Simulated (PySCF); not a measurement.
System: GeTe (charge +1, doublet).

```yaml
atoms:
  - { symbol: Ge, position_ang: [0.0000, 0.0000, -1.5959] }
  - { symbol: Te, position_ang: [0.0000, 0.0000, 0.9081] }
```

Core potentials replace the inner electrons of Te.

Method: PBE0/cc-pVDZ(-PP), non-relativistic Hamiltonian with scalar-relativistic core potentials where named, at a bond length of 2.504 Å in PySCF.

**What will maps of the electron density, electron localisation function and spin density show?**

Ge–Te (2.50 Å): ρ is about 0.59 e/Å³ halfway; the ELF peaks at about 0.70 in the valence shell of Te, 1.3 Å from its nucleus, and drops to about 0.25 between the two atoms.
The unpaired spin (1 electron) lies mostly on Te2 (about 0.9) and Ge1 (about 0.1), in electrons by Hirshfeld's partition.

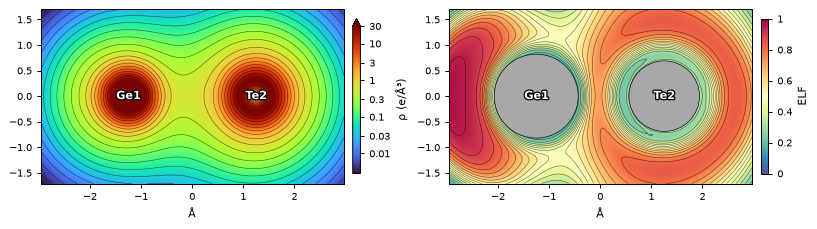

Computed electron density and electron localisation function on a plane that holds the molecular axis, in this order. Grey discs cover the atomic cores in the ELF map. 
